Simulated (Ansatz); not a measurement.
# Calculations on H₂O and related structures

Part 1: Relaxation

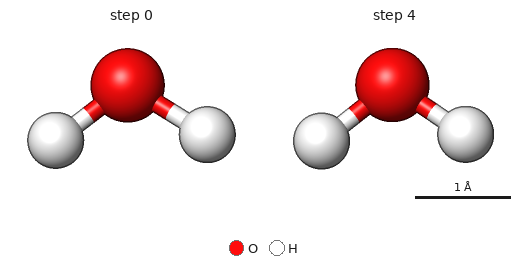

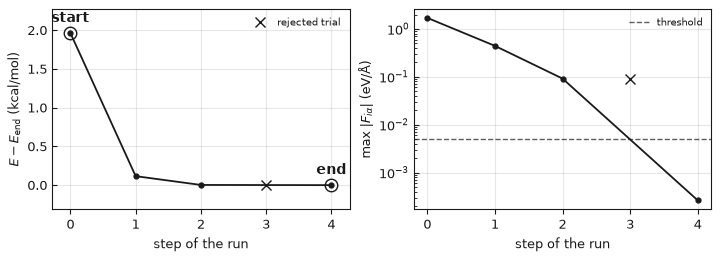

First and last geometry of a relaxation of H2O, with the history of the run. The picture is a ball-and-stick view, seen at a tilt.

It is one of the separated products of a reaction.

All numbers below come from RKS PBE0-D4/def2-TZVP in Ansatz. (force threshold 0.005 eV/Å; at most 200 steps)

Did the run converge, and what did it change?

It converged. After 3 accepted moves (4 points after the start) the energy has fallen by 1.96 kcal/mol. Largest force component: 1.7 eV/Å at the start, 0.00026 eV/Å at the end. The line search rejected the trial step at point 3 of the run. The largest move after the best rigid fit is that of an H atom, 0.049 Å. Largest moves by element: H 0.049 Å, O 0.019 Å. Near-neighbour distances that change, for instance: H–O 1.016 → 0.960 Å. Bond angles that change, for instance: H–O–H 108.2° → 105.1°.

```json
{"step": "0", "E − E(0), kcal/mol": "0.00", "largest force component, eV/Å": "1.7070", "note": ""}
{"step": "1", "E − E(0), kcal/mol": "-1.85", "largest force component, eV/Å": "0.4441", "note": ""}
{"step": "2", "E − E(0), kcal/mol": "-1.96", "largest force component, eV/Å": "0.0920", "note": ""}
{"step": "3", "E − E(0), kcal/mol": "-1.96", "largest force component, eV/Å": "0.0894", "note": "rejected"}
{"step": "4", "E − E(0), kcal/mol": "-1.96", "largest force component, eV/Å": "0.0003", "note": ""}
```

Part 2: Relaxation

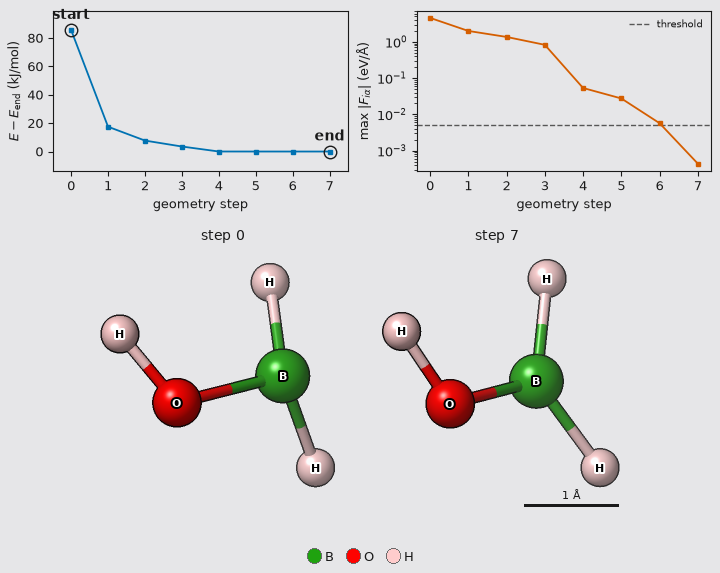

First and last geometry of a relaxation of BH₃O, with the history of the run. A ball-and-stick model, seen from a free direction.

It is one of the separated reactants of a reaction.

Theory: Ansatz, RKS PBE0-D4/def2-TZVP. (force threshold 0.005 eV/Å; at most 200 steps)

**What do the curves and the structures tell?**

It converged. Over 7 geometry steps the energy falls by 85.6 kJ/mol. Largest force component: 4.6 eV/Å at the start, 0.00044 eV/Å at the end. The atom that moves furthest after the best rigid fit is the B atom (0.28 Å). Largest moves by element: B 0.28 Å, H 0.17 Å, O 0.09 Å. Near-neighbour distances that change, for instance: B–O 1.460 → 1.348 Å, B–H 1.215 → 1.196 Å, H–O 0.956 → 0.961 Å. Bond angles that change, for instance: H–B–H 114.0° → 122.6°, O–B–H 114.4° → 120.6°, O–B–H 112.0° → 116.8°. The run took of the order of 10 core-seconds on a shared host.

| step | E − E(0), kJ/mol | largest force component, eV/Å |
| --- | --- | --- |
| 0 | 0.00 | 4.5790 |
| 1 | -68.15 | 1.9980 |
| 2 | -77.91 | 1.3660 |
| 3 | -82.10 | 0.8277 |
| 4 | -85.62 | 0.0534 |
| 5 | -85.63 | 0.0275 |
| 6 | -85.64 | 0.0057 |
| 7 | -85.64 | 0.0004 |

Part 3: Reaction

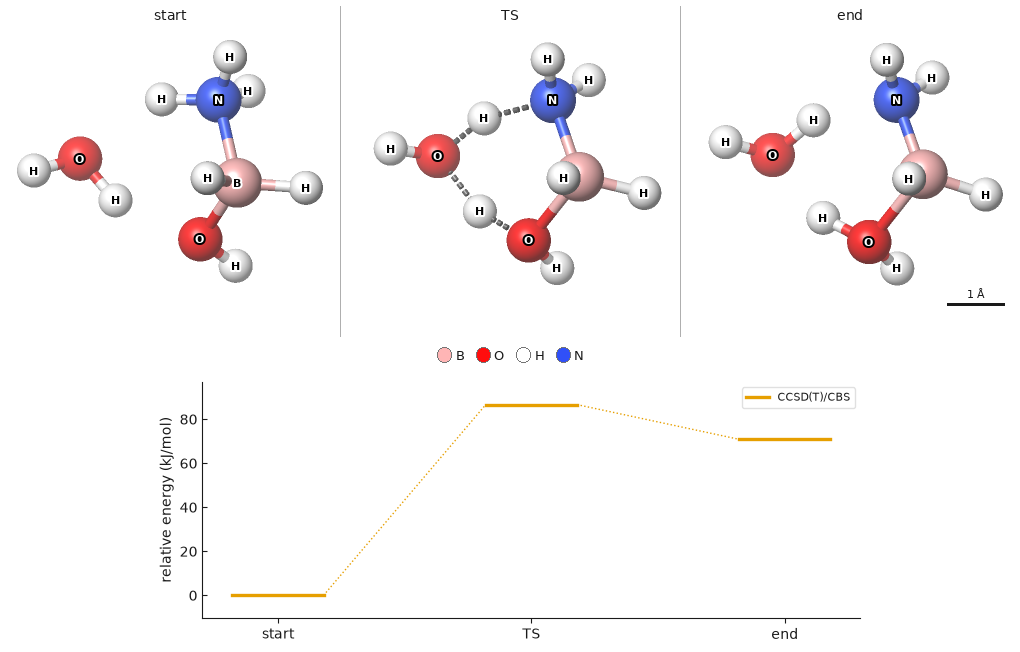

A reaction step of BNH₈O₂, with its energy diagram. A ball-and-stick model, seen at a tilt. Dashed sticks mark bonds that form or break.

Stationary points at PBE0-D4/def2-TZVP, single-point energies with CCSD(T)/CBS (def2-TZVPP where no basis is named; Ansatz 0.2.0). The energies are electronic, without zero-point or thermal terms, and both ends are the minima reached downhill from the saddle, with any fragments still in contact. CCSD(T)/CBS stands for a frozen-core estimate: MP2 correlation extrapolated from def2-TZVPP and def2-QZVPP, CCSD(T) minus MP2 from the smaller set.

### What happens, and what does it cost?

From the start over the saddle to the end, bonds form: H–O (1.74 → 1.11 → 1.02 Å), H–O (1.90 → 1.14 → 1.02 Å). Bonds break: H–N (1.03 → 1.38 → 1.68 Å), H–O (0.98 → 1.32 → 1.55 Å). The saddle has one imaginary mode, 859i cm⁻¹. With CCSD(T)/CBS the barrier is 86.6 kJ/mol from the start and 15.8 kJ/mol from the end, and the end lies 70.9 kJ/mol above the start.
